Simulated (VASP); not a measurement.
**Cu2SeS with AM05: from relaxation to properties**

Aim: relax Cu2SeS, then compute properties on the relaxed cell. The steps: rough relaxation of the start cell, relaxing cell and atoms (AM05), density, ELF and potential (AM05), bands along the symmetry lines (AM05), total and projected DOS (AM05), zone-centre phonons (AM05), core levels (AM05), volume scan with AM05, fit for AM05 and ionic relaxation at fixed cell (AM05), changed input. The cell is invented: it takes the structure of a Materials Project entry for Mg2SeS (space group 115 there), with some of its atoms replaced by other elements, volume scaled by an estimate. It may not be a known or stable phase. The atoms of the start are displaced at random from the sites of a P-4m2 cell.

Method: AM05, no spin polarisation; plane waves and PAW (Se, Cu, S); invented cell, in VASP 6.6.1.

## (1) Set-up

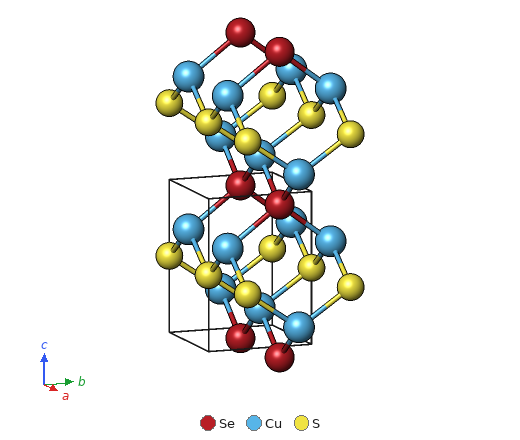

The cell as given, slightly off an axis (selenium red, copper blue, sulfur yellow). 2×1×2 cells are drawn. Some periodic images of atoms are drawn too.

## (2) Rough relaxation of the start cell

The start is only an estimate, so a cheap relaxation brings it near a minimum before any careful run. AM05 is built from the electron gas and the surface model, and does well on lattice constants.

File INCAR:

```
SYSTEM = Cu2SeS
PREC = Normal
ENCUT = 400
EDIFF = 1E-05
NELM = 60
ISMEAR = 0
SIGMA = 0.05
LREAL = .FALSE.
ALGO = Fast
GGA = AM
NBANDS = 23
LORBIT = 11
LWAVE = .FALSE.
LCHARG = .FALSE.
KPAR = 2
IBRION = 2
NSW = 40
ISIF = 3
EDIFFG = -0.04
```

File POSCAR:

```
Cu2SeS
1.0
    3.9087020000      0.0000000000      0.0000000000
    0.0000000000      3.9087020000      0.0000000000
    0.0000000000      0.0000000000      5.5195970000
Se Cu S
1 2 1
Direct
    0.5022560000      0.4989030000      0.0011960000
    0.4996950000     -0.0042670000      0.7372220000
    0.0027820000      0.4970170000      0.2613770000
   -0.0015810000      0.0000360000      0.5000520000
```

File KPOINTS:

```
Automatic mesh
0
Gamma
4 4 3
0 0 0
```

PAW data sets: Se, Cu and S (PBE family, release 64).

Run with:

```
mpirun -np 2 vasp_std
```

What it wrote:

```text
[banner, memory and clock lines left out]
running    2 mpi-ranks, on    1 nodes
 distrk:  each k-point on    1 cores,    2 groups
 distr:  one band on    1 cores,    1 groups

 POSCAR found type information on POSCAR SeCuS
 POSCAR found :  3 types and       4 ions
|                                                                             |
|               ----> ADVICE to this user running VASP <----                  |
|                                                                             |
|     You enforced a specific xc type in the INCAR file but a different       |
|     [... a line on the potential file left out ...]
|     I HOPE YOU KNOW WHAT YOU ARE DOING!                                     |
|                                                                             |

 LDA part: xc-table for (Slater+PW92), standard interpolation
 POSCAR, INCAR and KPOINTS ok, starting setup
 FFT: planning ... GRIDC
 FFT: planning ... GRID_SOFT
 FFT: planning ... GRID
 WAVECAR not read
 entering main loop
       N       E                     dE             d eps       ncg     rms          rms(c)
DAV:   1     0.236410114484E+03    0.23641E+03   -0.12756E+04  1196   0.144E+03
DAV:   2     0.461708114732E+01   -0.23179E+03   -0.22190E+03  1196   0.310E+02
DAV:   3    -0.182762528264E+02   -0.22893E+02   -0.21922E+02  1691   0.117E+02
DAV:   4    -0.191980420574E+02   -0.92179E+00   -0.91885E+00  1556   0.232E+01
DAV:   5    -0.192370379466E+02   -0.38996E-01   -0.38985E-01  1711   0.421E+00    0.145E+01
RMM:   6    -0.194879215868E+02   -0.25088E+00   -0.46425E+01  1196   0.977E+01    0.127E+01
RMM:   7    -0.161633396869E+02    0.33246E+01   -0.13865E+01  1201   0.578E+01    0.285E+00
RMM:   8    -0.161830767524E+02   -0.19737E-01   -0.44068E-01  1242   0.998E+00    0.129E+00
RMM:   9    -0.162083951213E+02   -0.25318E-01   -0.24908E-01  1522   0.315E+00    0.101E+00
RMM:  10    -0.161991288253E+02    0.92663E-02   -0.27454E-02  1235   0.200E+00    0.369E-01
RMM:  11    -0.161993881387E+02   -0.25931E-03   -0.15482E-02  1526   0.837E-01    0.196E-01
RMM:  12    -0.162000325895E+02   -0.64445E-03   -0.32236E-03  1267   0.620E-01    0.168E-01
RMM:  13    -0.161995812058E+02    0.45138E-03   -0.99849E-04  1209   0.452E-01    0.354E-02
RMM:  14    -0.161996619717E+02   -0.80766E-04   -0.70661E-04  1386   0.155E-01    0.305E-02
RMM:  15    -0.161996464886E+02    0.15483E-04   -0.12693E-04  1218   0.108E-01    0.197E-02
RMM:  16    -0.161996517508E+02   -0.52622E-05   -0.43135E-05   962   0.483E-02
   1 F= -.16199652E+02 E0= -.16197890E+02  d E =-.161997E+02
 curvature:   0.00 expect dE= 0.000E+00 dE for cont linesearch  0.000E+00
 trial: gam= 0.00000 g(F)=  0.839E-02 g(S)=  0.826E+00 ort = 0.000E+00 (trialstep = 0.100E+01)
 search vector abs. value=  0.834E+00
 bond charge predicted
       N       E                     dE             d eps       ncg     rms          rms(c)
DAV:   1    -0.357527335968E+02   -0.19553E+02   -0.23342E+02  1371   0.313E+02    0.406E+01
RMM:   2    -0.335780716552E+02    0.21747E+01   -0.28019E+02  1292   0.280E+02    0.248E+01
RMM:   3    -0.159189767671E+02    0.17659E+02   -0.11621E+02  1203   0.141E+02    0.450E+00
RMM:   4    -0.168478825536E+02   -0.92891E+00   -0.16836E+01  1265   0.545E+01    0.711E+00
RMM:   5    -0.165273422154E+02    0.32054E+00   -0.34014E+00  1235   0.243E+01    0.316E+00
RMM:   6    -0.166657007264E+02   -0.13836E+00   -0.14124E+00  1370   0.915E+00    0.295E+00
RMM:   7    -0.166288823347E+02    0.36818E-01   -0.27292E-01  1323   0.503E+00    0.202E+00
RMM:   8    -0.165580899426E+02    0.70792E-01   -0.11324E-01  1200   0.418E+00    0.865E-01
RMM:   9    -0.165467694441E+02    0.11320E-01   -0.10280E-01  1213   0.348E+00    0.191E-01
RMM:  10    -0.165507444016E+02   -0.39750E-02   -0.36904E-02  1258   0.110E+00    0.318E-01
RMM:  11    -0.165499480578E+02    0.79634E-03   -0.52478E-03  1434   0.672E-01    0.202E-01
RMM:  12    -0.165491804272E+02    0.76763E-03   -0.25332E-03  1223   0.620E-01    0.325E-02
RMM:  13    -0.165492877329E+02   -0.10731E-03   -0.14448E-03  1374   0.246E-01    0.374E-02
RMM:  14    -0.165493074859E+02   -0.19753E-04   -0.19579E-04  1179   0.968E-02    0.302E-02
RMM:  15    -0.165493082824E+02   -0.79650E-06   -0.27228E-05   840   0.510E-02
   2 F= -.16549308E+02 E0= -.16547092E+02  d E =-.349657E+00
[... from here on, the cycles between the ionic steps are left out ...]
   3 F= -.16568788E+02 E0= -.16566663E+02  d E =-.369136E+00
   4 F= -.16569034E+02 E0= -.16566896E+02  d E =-.369382E+00
   5 F= -.16568924E+02 E0= -.16566777E+02  d E =-.369272E+00
   6 F= -.16588062E+02 E0= -.16586271E+02  d E =-.191383E-01
   7 F= -.16600737E+02 E0= -.16598945E+02  d E =-.318130E-01
   8 F= -.16602278E+02 E0= -.16600326E+02  d E =-.333546E-01
   9 F= -.16607893E+02 E0= -.16605449E+02  d E =-.561494E-02
  10 F= -.16607998E+02 E0= -.16605598E+02  d E =-.571920E-02
  11 F= -.16611347E+02 E0= -.16608794E+02  d E =-.334976E-02
  12 F= -.16611901E+02 E0= -.16609365E+02  d E =-.390307E-02
  13 F= -.16612180E+02 E0= -.16609765E+02  d E =-.418199E-02
  14 F= -.16613999E+02 E0= -.16611801E+02  d E =-.181971E-02
  15 F= -.16614288E+02 E0= -.16612235E+02  d E =-.210892E-02
  16 F= -.16614296E+02 E0= -.16612263E+02  d E =-.211632E-02
  17 F= -.16614283E+02 E0= -.16612275E+02  d E =-.210377E-02
  18 F= -.16614195E+02 E0= -.16612232E+02  d E =-.201565E-02
 curvature:  -2.64 expect dE=-0.905E-03 dE for cont linesearch -0.146E-03
 ZBRENT: bracketing found
 ZBRENT: interpolating
 opt :   0.8830  next Energy=   -16.614299 (dE=-0.212E-02)
 bond charge predicted
       N       E                     dE             d eps       ncg     rms          rms(c)
DAV:   1    -0.166143398277E+02   -0.14459E-03   -0.64747E-03  1781   0.682E-01    0.807E-02
RMM:   2    -0.166142833506E+02    0.56477E-04   -0.25610E-04  1194   0.233E-01    0.472E-02
RMM:   3    -0.166142619642E+02    0.21386E-04   -0.12531E-04  1137   0.168E-01    0.332E-02
RMM:   4    -0.166142466424E+02    0.15322E-04   -0.47653E-05  1072   0.851E-02    0.612E-03
RMM:   5    -0.166142482808E+02   -0.16384E-05   -0.17772E-05   653   0.399E-02
  19 F= -.16614248E+02 E0= -.16612259E+02  d E =-.206870E-02
 curvature:  -0.28 expect dE=-0.735E-04 dE for cont linesearch -0.109E-04
 trial: gam=-0.01536 g(F)=  0.112E-03 g(S)=  0.148E-03 ort =-0.912E-03 (trialstep = 0.569E+00)
 search vector abs. value=  0.294E-03
 reached required accuracy - stopping structural energy minimisation
```

Elapsed: 49 s, on 2 MPI ranks of Intel Xeon 6975P-C (Granite Rapids), shared host; peak memory 0.32 GiB.

Lines that name or quote the potential files are left out of all logs, and their timing lines are given in words.

From OUTCAR (step 2):

```text
ion  position               nearest neighbor table
   1  0.502  0.499  0.001-   3 2.42   3 2.43   2 2.43   2 2.45
   2  0.500  0.996  0.737-   4 2.35   4 2.36   1 2.43   1 2.45
   3  0.003  0.497  0.261-   4 2.35   4 2.37   1 2.42   1 2.43
   4  0.998  0.000  0.500-   3 2.35   2 2.35   2 2.36   3 2.37

  LATTYP: Found a simple tetragonal cell.
 ALAT       =     3.9087020000
 C/A-ratio  =     1.4121304208

 Subroutine GETGRP returns: Found  1 space group operations
 (whereof  1 operations were pure point group operations)

The static configuration has the point symmetry C_1 .

 Found     26 irreducible k-points:

   k-points           NKPTS =     26   k-points in BZ     NKDIM =     26   number of bands    NBANDS=     23

   dimension x,y,z NGX =    20 NGY =   20 NGZ =   28
   dimension x,y,z NGXF=    40 NGYF=   40 NGZF=   56

   ENCUT  =  400.0 eV  29.40 Ry    5.42 a.u.   6.37  6.37  9.00*2*pi/ulx,y,z

   NELECT =      34.0000    total number of electrons

 k-points in reciprocal lattice and weights: Automatic mesh
   0.00000000  0.00000000  0.00000000       0.021
   0.25000000  0.00000000  0.00000000       0.042
   0.00000000  0.25000000  0.00000000       0.042
   0.50000000  0.00000000  0.00000000       0.021
   0.00000000  0.50000000  0.00000000       0.021
   0.25000000  0.25000000  0.00000000       0.042
  -0.25000000  0.25000000  0.00000000       0.042
   0.50000000  0.25000000  0.00000000       0.042
  -0.25000000  0.50000000  0.00000000       0.042
[...]
0.25000000  0.50000000  0.33333333       0.042
   0.50000000  0.50000000  0.33333333       0.042

 average (electrostatic) potential at core
       1 -53.7669       2 -66.4751       3 -66.4830       4 -87.2405

 E-fermi :   4.4801

 k-point     1 :       0.0000    0.0000    0.0000
  band No.  band energies     occupation
    ...
     11       1.7148      2.00000
     12       1.7975      2.00000
     13       1.8461      2.00000
     14       2.9347      2.00000
     15       2.9491      2.00000
     16       5.3588      0.00000
     17       5.6844      0.00000
     18       5.6909      0.00000
     19       7.5196      0.00000
     20       8.6992      0.00000
    ...

 k-point     2 :       0.2500    0.0000    0.0000
  band No.  band energies     occupation
    ...
     13       1.8410      2.00000
     14       2.4057      2.00000
     15       3.5524      2.00000
     16       3.7745      2.00000
     17       4.4603      1.42625
     18       5.4970      0.00000
     19       9.1256      0.00000
     20       9.7072      0.00000
     21      10.7417      0.00000
     22      11.8510      0.00000
    ...

 k-point     3 :       0.0000    0.2500    0.0000
  band No.  band energies     occupation
    ...
     13       1.8476      2.00000
     14       2.4140      2.00000
     15       3.5367      2.00000
     16       3.7768      2.00000
     17       4.4844      0.90411
     18       5.4872      0.00000
     19       9.1056      0.00000
     20       9.6640      0.00000
     21      10.7331      0.00000
     22      11.8915      0.00000
    ...

  Total        0.0898042     -0.0330033     -0.0417111     -0.0003689     -0.0265242      0.0009292
  in kB        1.9852093     -0.7295711     -0.9220652     -0.0081549     -0.5863437      0.0205398
  external PRESSURE =       0.1111910 kB  Pullay stress =       0.0000000 kB

  energy-cutoff  :      400.00
  volume of cell :       72.48
      direct lattice vectors                 reciprocal lattice vectors
     3.592311633  0.000092426 -0.000033001     0.278372286 -0.000006870 -0.000003385
     0.000088438  3.582368140  0.001836735    -0.000007184  0.279145045 -0.000171652
     0.000068573  0.003463180  5.631921897     0.000001633 -0.000091037  0.177559336

 POSITION                                       TOTAL-FORCE (eV/Angst)
 -----------------------------------------------------------------------------------
      1.80073      1.78375      0.00392        -0.008970     -0.010548     -0.020721
      1.79811      3.57696      4.11299        -0.002932      0.009109     -0.016892
      0.00378      1.78610      1.51560         0.002359     -0.004745      0.034014
      0.00139      3.57580      2.81998         0.009542      0.006184      0.003600
 -----------------------------------------------------------------------------------
    total drift:                               -0.001628      0.003876      0.004153

  FREE ENERGIE OF THE ION-ELECTRON SYSTEM (eV)
  ---------------------------------------------------
  free  energy   TOTEN  =       -16.6142482808 eV

  energy  without entropy=      -16.6102688756  energy(sigma->0) =      -16.61225858

 reached required accuracy - stopping structural energy minimisation

 total charge
# of ion       s       p       d       tot
------------------------------------------
    1        1.458   2.315   0.062   3.835
    2        0.445   0.440   9.158  10.044
    3        0.446   0.441   9.158  10.045
    4        1.323   2.351   0.000   3.674
--------------------------------------------------
tot          3.672   5.547  18.379  27.597

[... 3 further parts left out ...]
```

This run has no spin polarisation, although Cu can carry a moment. The k-mesh is coarse for a metal. LASPH is off, so gradient terms of the non-spherical density inside the spheres are left out; for open d or f shells this can shift gaps and moments. This relaxation is a rough one on cheap settings, only to bring the start near its minimum. The PAW data sets were made with PBE, which is usual practice but a small mismatch for other functionals. After so large a change of volume the plane waves of the start cell no longer fit, so the final stress carries a basis-set error.

Step by step:

```csv
step,energy less that of the first step (eV),largest force (eV/Å),pressure (GPa),volume (Å³)
1,0.0000,0.3166,-9.02,84.33
2,-0.3497,0.3602,3.95,70.65
3,-0.3691,0.3597,-0.02,73.14
4,-0.3694,0.3550,0.17,72.92
5,-0.3693,0.3563,0.37,72.71
6,-0.3884,0.1795,0.33,72.67
7,-0.4011,0.0859,0.25,72.61
8,-0.4026,0.1850,0.39,72.58
9,-0.4082,0.1349,-0.46,73.17
10,-0.4083,0.1157,-0.46,73.09
11,-0.4117,0.1033,0.33,72.67
12,-0.4122,0.1006,0.38,72.54
13,-0.4125,0.0955,0.64,72.26
14,-0.4143,0.0408,0.34,72.38
15,-0.4146,0.0378,0.24,72.45
16,-0.4146,0.0409,0.32,72.46
17,-0.4146,0.0414,0.53,72.47
18,-0.4145,0.0484,0.07,72.49
19,-0.4146,0.0344,0.01,72.48
```

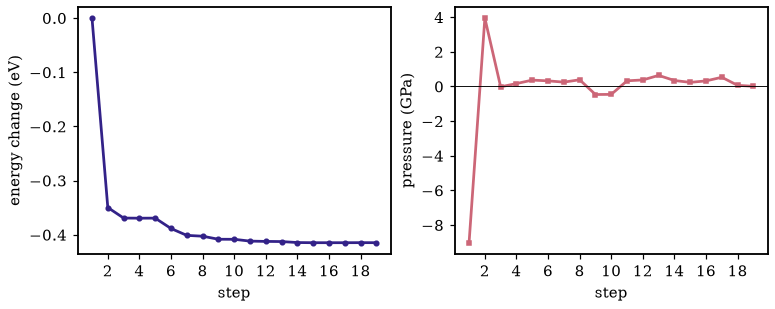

Energy and pressure along the relaxation.

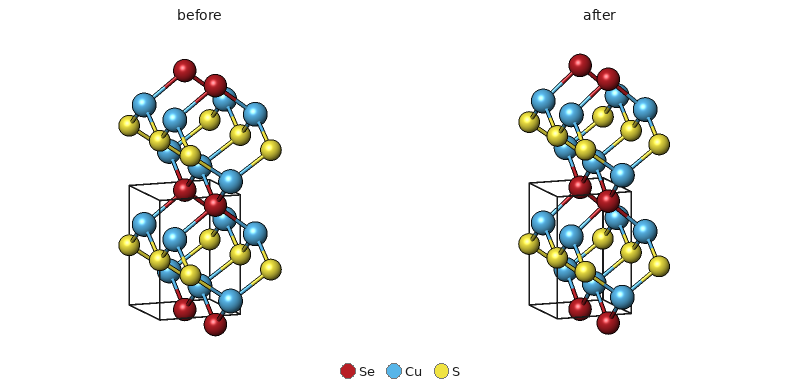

Before and after, at one scale.

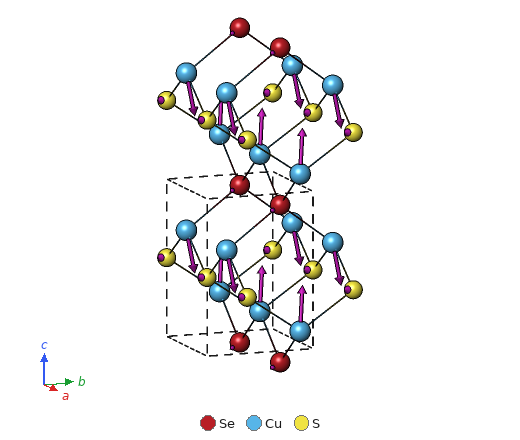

Displacements in the relaxation, exaggerated, measured against the changing cell; the longest in the cell stands for 0.04 Å. 2×1×2 cells are drawn. Some periodic images of atoms are drawn too.

```csv
cell as run,before,after,change
a (Å),3.909,3.592,-8.1 %
b (Å),3.909,3.582,-8.3 %
c (Å),5.520,5.632,+2.0 %
α (°),90.00,89.94,-0.1 %
volume (Å³/atom),21.08,18.12,-14.1 %
```

The atoms that moved most (Å, as changes of fractional coordinates times the final cell):

```csv
atom,dx,dy,dz,length
Cu3,-0.006,0.005,0.043,0.043
Cu2,0.003,0.007,-0.041,0.042
S4,0.007,-0.008,0.002,0.011
Se1,-0.004,-0.004,-0.004,0.006
```

The relaxed structure:

```cif
data_structure
_symmetry_space_group_name_H-M 'P 1'
_symmetry_Int_Tables_number 1
_cell_length_a 3.5923
_cell_length_b 3.5824
_cell_length_c 5.6319
_cell_angle_alpha 89.935
_cell_angle_beta 90.000
_cell_angle_gamma 89.997
_cell_volume 72.48
loop_
_atom_site_label
_atom_site_type_symbol
_atom_site_fract_x
_atom_site_fract_y
_atom_site_fract_z
_atom_site_occupancy
Se1 Se 0.50126 0.49791 0.00054 1
Cu2 Cu 0.50051 0.99777 0.72998 1
Cu3 Cu 0.00103 0.49832 0.26895 1
S4 S 0.00035 0.99768 0.50039 1
```

This step gave:

```yaml
electrons: 34
bands: 23
irreducible_k_points: 26
symmetry_operations: 1
free_energy_toten: -16.61 eV
energy_at_zero_smearing: -16.61 eV
fermi_energy: 4.480 eV
pressure: 0.01112 GPa
metallic: yes
scf_cycles_over_all_ionic_steps: 150
```

It ends with a largest force of 0.034 eV/Å and a pressure of 0.01 GPa.

(Continued in part 2 of 8.)

[Lines on the potential files, build, host, timing and source positions are cut from VASP's logs without a mark.]

[Logs are printed without paths, hosts, clocks, repeated set-up lines and the standing remarks that a program may print on its own settings, such as how far it seeks lower states.]

[Hosts, paths, dates, database ids (printed as entryN), source tags and the programs' standing remarks are cut or masked in the printed files.]

[A measured line is paired with the nearest computed mode of its activity, which favours agreement.]
